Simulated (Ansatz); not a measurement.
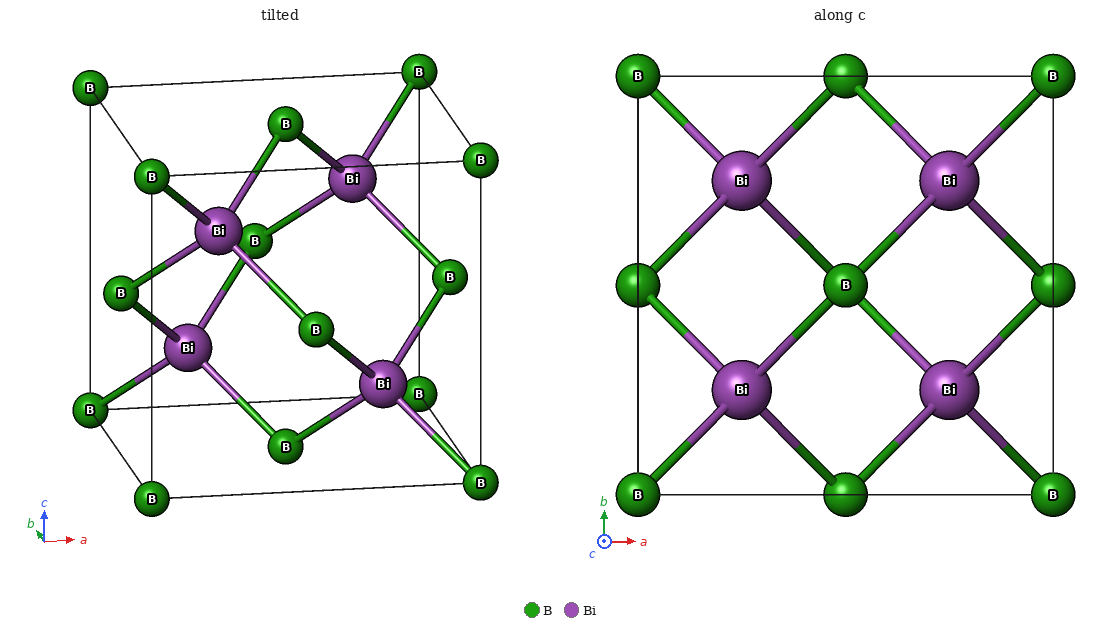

Structure drawing (ball-and-stick), viewed slightly off an axis and along the c axis. Atoms at the boundary of the drawn cell (a repeat of the simulation cell) (the box) are drawn once for each face, edge or corner they touch.

BiB, a = 5.462 Å, b = 5.506 Å, c = 5.462 Å, α = 90.00°, β = 90.00°, γ = 90.00°. Strictly the space group is I-4m2 (No. 119, within 0.01 Å). It is a distorted form of a face-centred cubic structure, space group F-43m (No. 216) within 0.25 Å: zinc blende (sphalerite type). Provenance: a structure type filled with these elements by a generator (whether the compound takes this form wasn't checked). The cell was then strained or its atoms displaced on purpose. Ansatz was used for an electronic-structure calculation on it.

This one geometry was computed with Ansatz (DFT, plane waves, PAW) at three levels of theory: PBE, r2SCAN and HSE06. It was relaxed with r2SCAN and then strained.

Which level gives the highest pressure at this volume, and what does that say about its equilibrium volume?

Answer. Highest: PBE (1.9 GPa), which points to the largest equilibrium volume. Lowest, with the smallest volume: HSE06 (-1.2 GPa). Levels within 0.5 GPa of each other can't be told apart.

How does the band gap change with the level of theory?

Answer. PBE: a gap of 0.32 eV, direct; r2SCAN: a gap of 0.42 eV, direct; HSE06: a gap of 0.95 eV, direct.

Collect the results in a table.

Answer.
| level | cutoff (eV) | k-mesh of the run's cell | gap (eV) | pressure (GPa) |
| --- | --- | --- | --- | --- |
| PBE | 420 | 8×8×8 | 0.32 | 1.9 |
| r2SCAN | 500 | 8×8×8 | 0.42 | 0.6 |
| HSE06 | 420 | 6×6×6 | 0.95 | -1.2 |

Gaps are taken on the k-mesh or band path of each run.
